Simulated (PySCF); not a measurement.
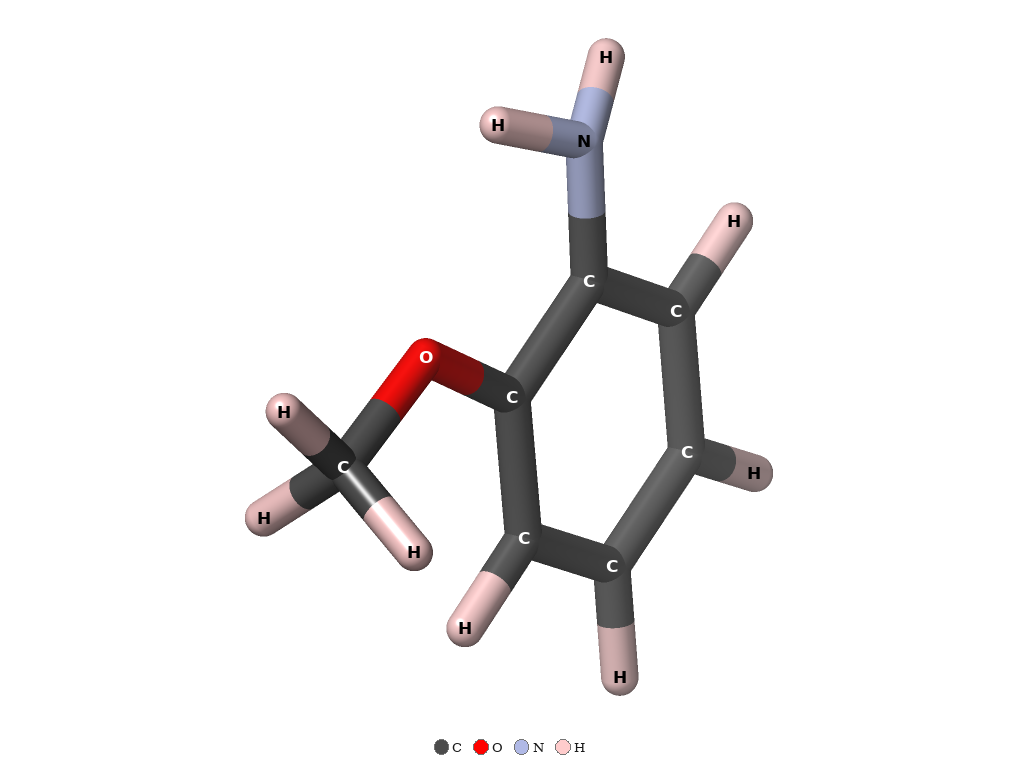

Rendered structure (stick style). Every bond is drawn as one stick, whatever its order.

The computed structure is the end point of a GFN2-xTB optimisation. No frequency run is at hand to confirm it as a minimum.

Which formula does it have?

Answer. C₇H₉NO, 18 atoms: 7 carbon, 9 hydrogen, 1 nitrogen and 1 oxygen.

Write the SMILES.

Answer. COc1ccccc1N

Name some functional groups or characteristic bonds that it holds.

Answer. Among them: ether.

The parts below concern this one geometry. Atoms keep their numbers from picture to picture.

**Shape**

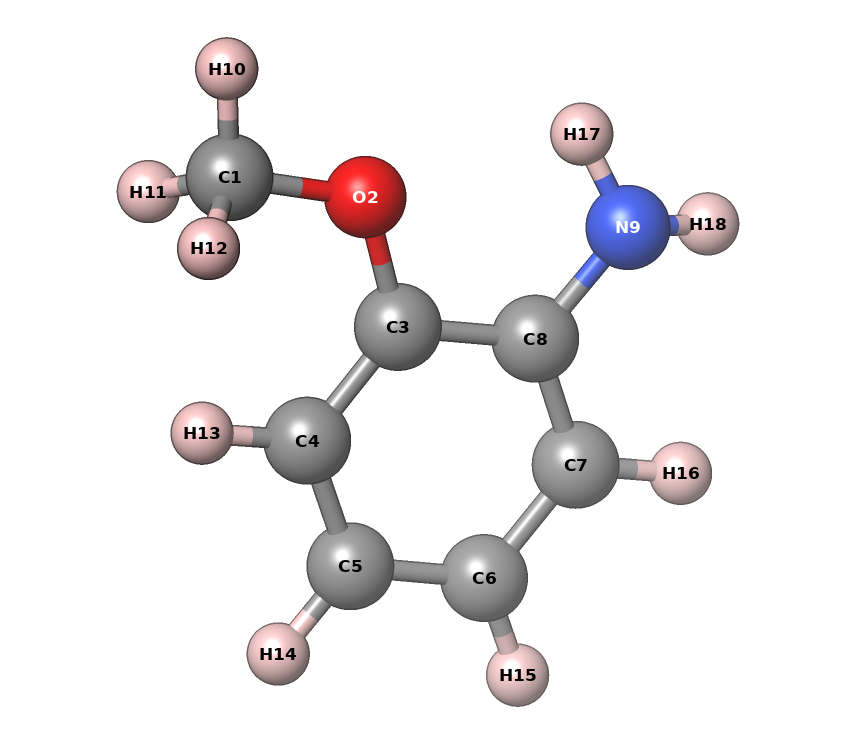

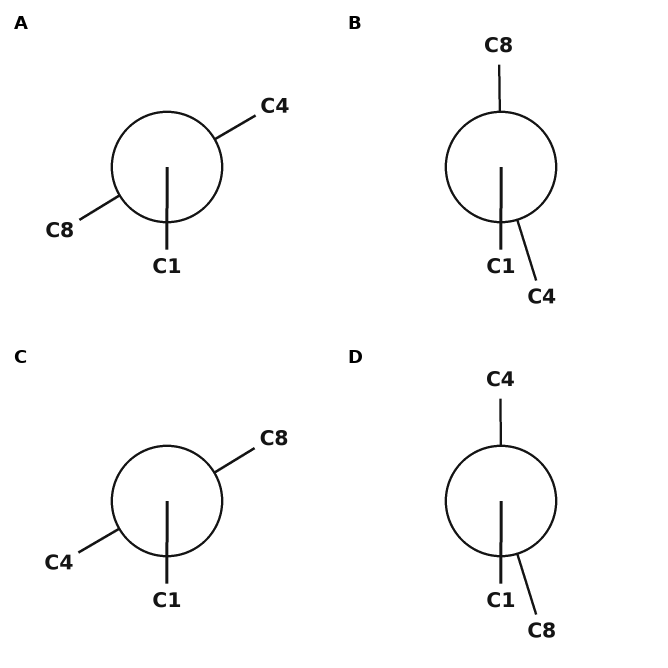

Depth is shown by fading: the farther an atom, the more it takes the colour of the background. Bonds that would overlap in a projection are set slightly apart. No frequency run is at hand to confirm it as a minimum.

Which Newman projection shows the view along O2–C3, with O2 in front?

Answer. B. The torsion angle C1–O2–C3–C4 is 0°, synperiplanar (eclipsed).

**Electronic properties**

No frequency run is at hand to confirm it as a minimum. Properties computed with PBE0/def2-SVPD, gas phase (PySCF 2.14.0). Excitations: vertical, linear response.

What does the calculation give?

- dipole moment: 1.46 D
- HOMO energy (Kohn–Sham orbital): −5.63 eV
- LUMO energy (Kohn–Sham orbital): 0.17 eV
- HOMO–LUMO gap: 5.80 eV
- mean static polarisability: 96.0 bohr³
- lowest vertical singlet excitation: 4.83 eV
- its oscillator strength: 0.065
- brightest of the 6 lowest singlets: 6.39 eV
- its oscillator strength: 0.25

**Charges**

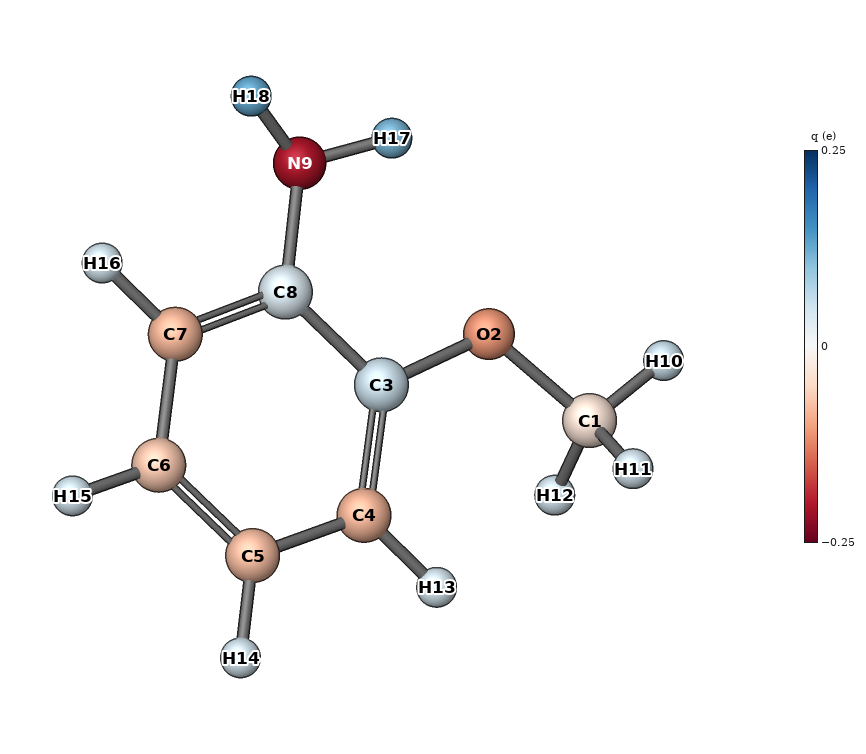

Atoms are coloured by their Hirshfeld charges. No frequency run is at hand to confirm it as a minimum. Properties computed with PBE0/pcSseg-1, gas phase (PySCF 2.14.0).

Which atom carries the highest charge (most positive or least negative)?

Answer. H18 (0.13 e).

And the lowest?

Answer. N9 (−0.20 e).

Give the Hirshfeld charges atom by atom.

```json
{"atom": "C1", "value (e)": "−0.03"}
{"atom": "O2", "value (e)": "−0.11"}
{"atom": "C3", "value (e)": "0.05"}
{"atom": "C4", "value (e)": "−0.08"}
{"atom": "C5", "value (e)": "−0.07"}
{"atom": "C6", "value (e)": "−0.07"}
{"atom": "C7", "value (e)": "−0.08"}
{"atom": "C8", "value (e)": "0.03"}
{"atom": "N9", "value (e)": "−0.20"}
{"atom": "H10", "value (e)": "0.05"}
{"atom": "H11", "value (e)": "0.04"}
{"atom": "H12", "value (e)": "0.04"}
{"atom": "H13", "value (e)": "0.04"}
{"atom": "H14", "value (e)": "0.04"}
{"atom": "H15", "value (e)": "0.05"}
{"atom": "H16", "value (e)": "0.04"}
{"atom": "H17", "value (e)": "0.11"}
{"atom": "H18", "value (e)": "0.13"}
```

**NMR shielding**

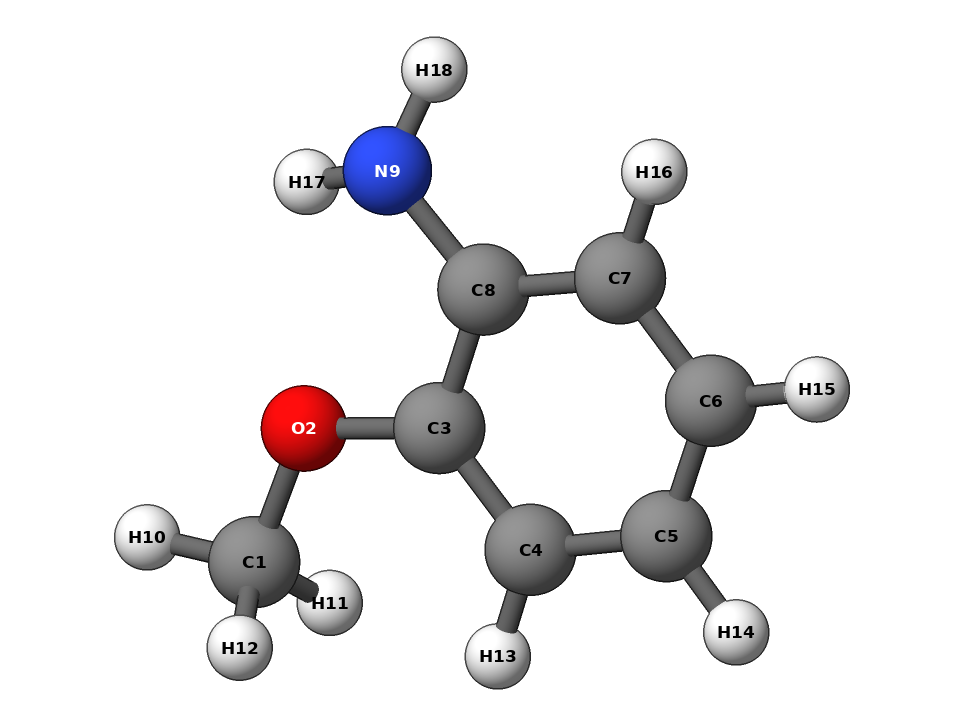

No frequency run is at hand to confirm it as a minimum. Method: GIAO PBE0/pcSseg-1 NMR shielding, non-relativistic, gas phase (PySCF 2.14.0). Principal shieldings σ11 ≤ σ22 ≤ σ33, span Ω = σ33 − σ11, skew κ = 3(σiso − σ22)/Ω.

Give the shielding tensors of the O atoms.

```json
{"atom": "O2", "σ11": "161.1", "σ22": "283.2", "σ33": "313.5", "σiso": "252.6", "Ω": "152.4", "κ": "−0.60"}
```

Shieldings and span in ppm.
